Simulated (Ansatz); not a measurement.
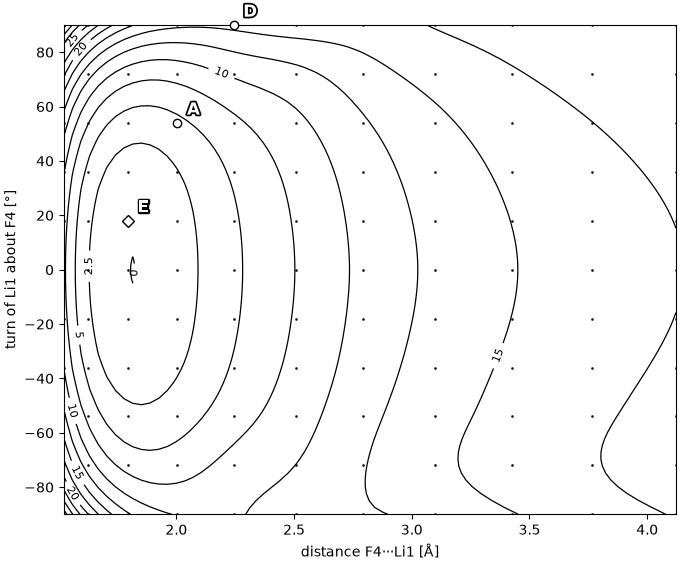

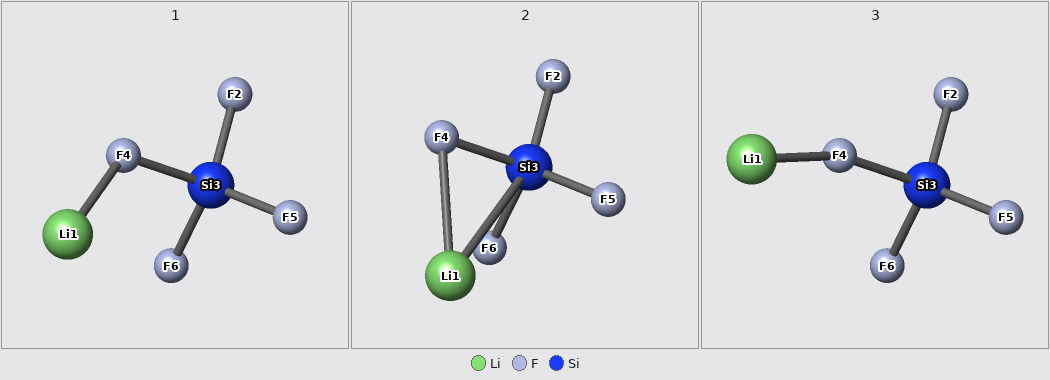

F₄LiSi, charge +1. The turn is about an axis along (0.14, −0.99, 0.04) in the frame of the relaxed pair, normal to the line between the partners. Coordinates scanned: (1) distance F4···Li1; (2) turn of Li1 about F4. The grid has 11 × 11 points. Points are written as (first, second). All energies are given in kcal/mol relative to the lowest grid point. Level of theory: RKS PBE0-D4/def2-SVPD in Ansatz 0.2.0.

The picture shows contour lines labelled in kcal/mol, dots at the grid points, lettered points. Between grid points the surface is interpolated. The numbered pictures are the structures at these points, in random order.

Which structure belongs to which point?

A is structure 1: (2.004 Å, 54°), 4.5 kcal/mol; D is structure 2: (2.243 Å, 90°), 15.7 kcal/mol; E is structure 3: (1.795 Å, 18°), 0.28 kcal/mol.
